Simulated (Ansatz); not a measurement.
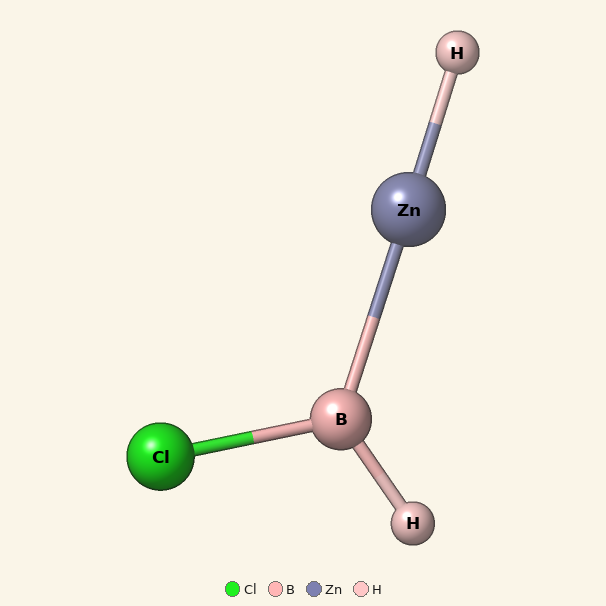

All atoms lie in one plane, which faces the viewer. Computed geometry: PBE0-D4/def2-TZVP optimisation. No frequency run is at hand to confirm it as a minimum.

**Which symmetry elements does this geometry have?**

It has 1 mirror plane, so the point group is Cs. The group has 2 operations. The geometry is achiral, and symmetry allows a dipole moment.
